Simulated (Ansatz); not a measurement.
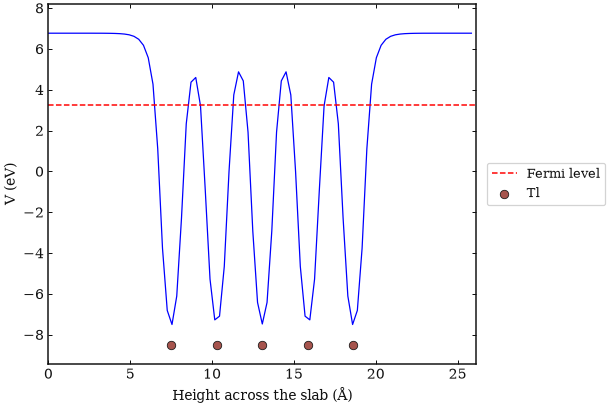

Plane-averaged electrostatic potential energy of an electron across the slab; circles at the bottom mark the heights of the atoms.

Calculation on a (001) slab cut from Tl (P6_3/mmc), 5 atoms in the cell.

Method: DFT PBE, scalar-relativistic, plane waves, PAW, no spin polarisation, 12×12×3 k mesh, 420 eV cutoff, Gaussian smearing of 0.1 eV (Ansatz).

**What is the work function?**

The work function is 3.51 eV, the same on both faces. The two vacuum levels agree, so the slab has no net dipole along its normal.

**How thick are slab and vacuum?**

The outermost atoms are 11.1 Å apart, which leaves 15.0 Å of vacuum in a cell 26.1 Å high.

Spin-orbit coupling is left out, which matters for Tl.
